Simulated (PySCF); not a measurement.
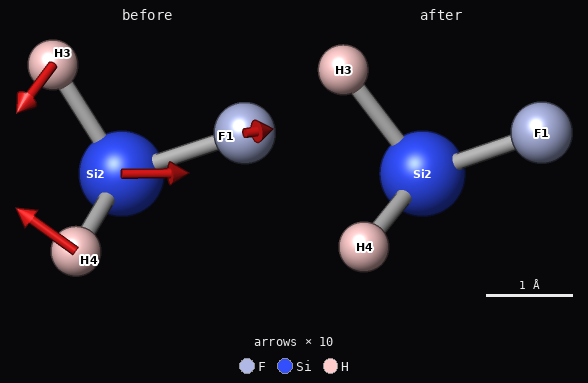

The structure of SiH2F (charge −1) before (left) and after (right) a relaxation, at one scale. The red arrows give the displacements, 10 times their true length.

Style: ball-and-stick. Shown at a tilt.

The start comes from GFN2-xTB. Its atoms were then displaced at random by about 0.01 Å.

Theory: PySCF, PBE0-D3(BJ)/def2-SVP geometry optimisation, gas phase. 

> Describe what moved and what it gained.

The energy falls by 2.11 kcal/mol in 5 geometry steps. H4 moves most after the best rigid fit: 0.088 Å. By element the largest moves are H 0.088 Å, Si 0.084 Å, F 0.040 Å. Near-neighbour distances that change, for instance: Si2–H4 1.526 → 1.573 Å, Si2–H3 1.538 → 1.573 Å, F1–Si2 1.745 → 1.710 Å. Bond angles that change, for instance: H3–Si2–H4 100.0° → 90.1°, F1–Si2–H3 96.5° → 98.7°. The run took 1.8 s on 1 thread of AMD EPYC 9B45, with other jobs on the host.

Limits of the set-up: the basis has no diffuse functions, which an anion needs.
